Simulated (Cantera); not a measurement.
A closed system holds: 1 mol CF4, 0.12 mol H2, 0.23 mol CH4, at 1.70 Pa.

Equilibrium computed with Cantera from the NASA thermochemical tables; the gas is ideal and each condensed phase is pure. Candidate condensed phases: C, C6H6, C7H8, C8H18; 95 gas species. The numbers say what is thermodynamically allowed, not how fast it happens.

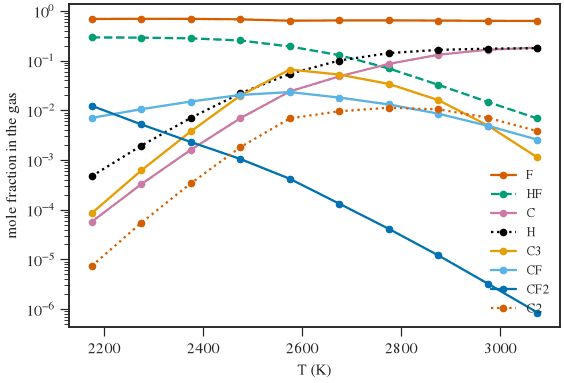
Equilibrium gas composition (values under 1e-9 drawn at 1e-9)

From 2175 K to 2475 K the condensed part is C(graphite). From 2575 K to 3075 K nothing is condensed. The main C-bearing gas is CF2 at 2175 K and C at 3075 K.
